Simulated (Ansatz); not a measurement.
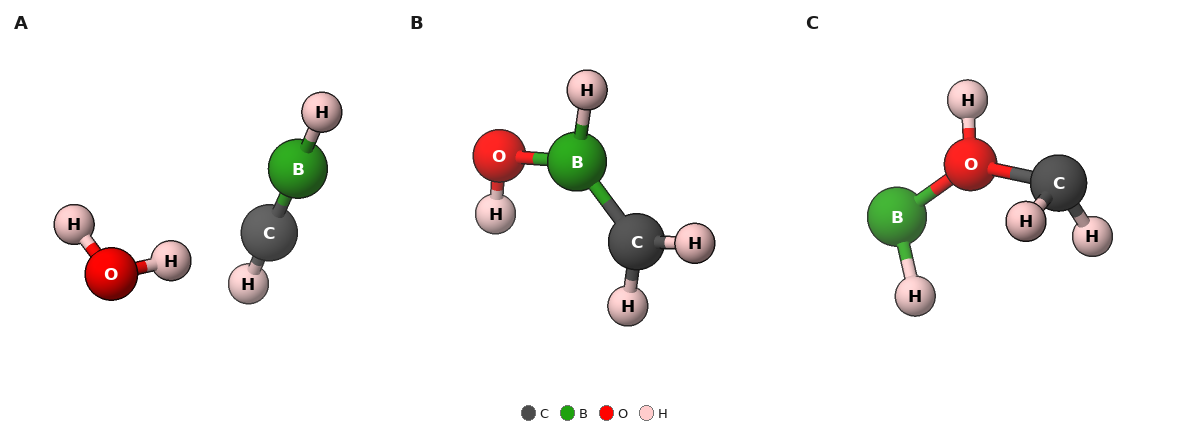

3 stationary structures of one formula. Charge −1, singlet. Geometries: PBE0-D4/def2-TZVPD. Electronic energies: RHF-CCSD(T) (frozen core)/def2-TZVPPD (Ansatz 0.2.0), without zero-point energy. No frequency run is at hand to confirm each as a minimum. Each is one conformer, not always the lowest.

Question: Which is lowest in energy, and by how much?

Answer: B is lowest (Cs); A lies 50.8 kcal/mol above it (C1), C lies 125.1 kcal/mol above it (Cs).
